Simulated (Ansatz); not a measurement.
Base system: SiC (space group P6_3mc, No. 186; a = 3.0941 Å, c = 10.1293 Å). Axes: x lies along a and z along c of the hexagonal cell.

One thing is altered: uniaxial strain ε_zz = +3.00 %, all other strain components held at zero, atoms relaxed at fixed cell.

All numbers come from PBE (Ansatz, a program for electronic structure; PAW; 420 eV plane waves; no spin-orbit coupling).

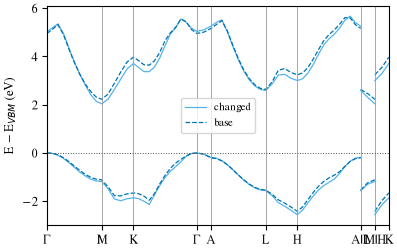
*Highest valence and lowest conduction band along the path, each from its own valence-band maximum*

### Question
From the figure, how large is the changed gap, and is it direct?

### Answer
About 2.0 eV, indirect, Γ → M.

Stability against distortions was not tested.
